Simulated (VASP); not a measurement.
Band structure of MgSe (rock salt). Level of theory: PBE GGA with D3 dispersion (Becke-Johnson damping), VASP's PBE PAW potentials (set 64) (plane waves; VASP 6.6.1).

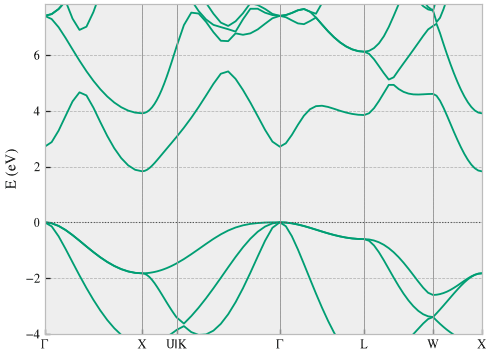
Fig. 1. Bands along high-symmetry lines, zero at the valence-band maximum or, without a gap, the Fermi level

### Question
Read the plot: is there a gap, and where are the band edges?

### Answer
The gap is indirect, 1.83 eV, from the valence maximum at Γ to the conduction minimum at X. (Edges off the drawn lines would not show.)

The compound is MgSe in the rock salt structure. It was relaxed first.
